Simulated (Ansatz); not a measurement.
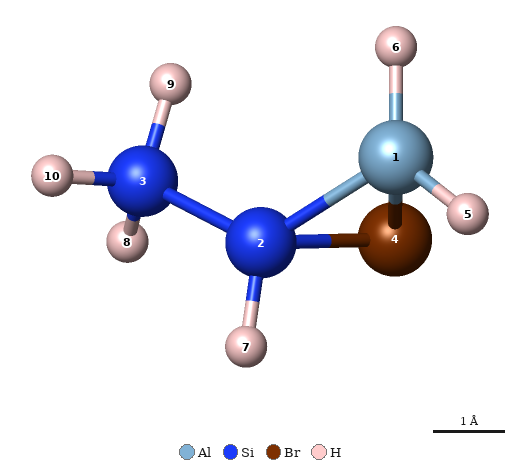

AlSi2H6Br, before the relaxation. A ball-and-stick model, seen at a tilt.

The start comes from PBE-D4/def2-SVP.

Method: RKS PBE0-D4/def2-TZVP (Ansatz).

Input
```yaml
crystal:
  periodic: [false, false, false]
  atoms:
    - {symbol: Al, position_ang: [-1.725037, 1.494411, 0.402250]}
    - {symbol: Si, position_ang: [0.130403, 0.398882, -0.726031]}
    - {symbol: Si, position_ang: [1.657540, -1.099090, 0.254405]}
    - {symbol: Br, position_ang: [-1.917281, -0.899756, -0.660632]}
    - {symbol: H, position_ang: [-2.638511, 2.467626, -0.469801]}
    - {symbol: H, position_ang: [-1.786117, 1.314785, 1.986087]}
    - {symbol: H, position_ang: [0.390443, 0.504403, -2.210031]}
    - {symbol: H, position_ang: [1.770363, -2.367697, -0.549763]}
    - {symbol: H, position_ang: [1.187935, -1.422107, 1.646689]}
    - {symbol: H, position_ang: [3.013362, -0.442657, 0.329727]}
basis:
  gaussian: {orbitals: def2-TZVP}
hamiltonian: {xc: pbe0, dispersion: d4}
relax: {f_tol: 0.005, max_steps: 150}
```

Run as
```bash
ansatz run in.yaml --threads 4 --pin off --events-out ev --progress --plain --max-ram 10444MiB
```

**Where does the relaxation end?**

The largest move after the best rigid fit is that of Si2, 0.043 Å. Largest moves by element: Si 0.043 Å, H 0.041 Å, Al 0.021 Å, Br 0.018 Å. Among the contacts that change: Si2–Br4 2.426 → 2.384 Å, Si2–H7 1.510 → 1.491 Å, Si3–H9 1.504 → 1.485 Å, Al1–Si2 2.432 → 2.413 Å. Over 7 accepted moves (8 points after the start) the energy falls by 0.57 kcal/mol. Largest force component: 0.32 eV/Å at the start, 0.0026 eV/Å at the end. The line search rejected the trial step at point 3 of the run. The run took 23 s on 4 threads of Intel Xeon Platinum 8488C, with other jobs on the host.

Step by step:

```tsv
step	E − E(0), kcal/mol	largest force component, eV/Å	note
0	0.00	0.3158	
1	-0.52	0.0852	
2	-0.55	0.0326	
3	-0.55	0.0418	rejected
4	-0.56	0.0159	
5	-0.57	0.0085	
6	-0.57	0.0083	
7	-0.57	0.0058	
8	-0.57	0.0026
```

Final geometry:

```xyz
10

Al   -1.7046    1.5008    0.4005
Si    0.1104    0.3636   -0.7116
Si    1.6565   -1.0998    0.2543
Br   -1.9182   -0.8873   -0.6731
H    -2.6009    2.4730   -0.4662
H    -1.8120    1.3028    1.9655
H     0.3776    0.4963   -2.1722
H     1.7768   -2.3527   -0.5367
H     1.2140   -1.4206    1.6352
H     2.9835   -0.4273    0.3071
```
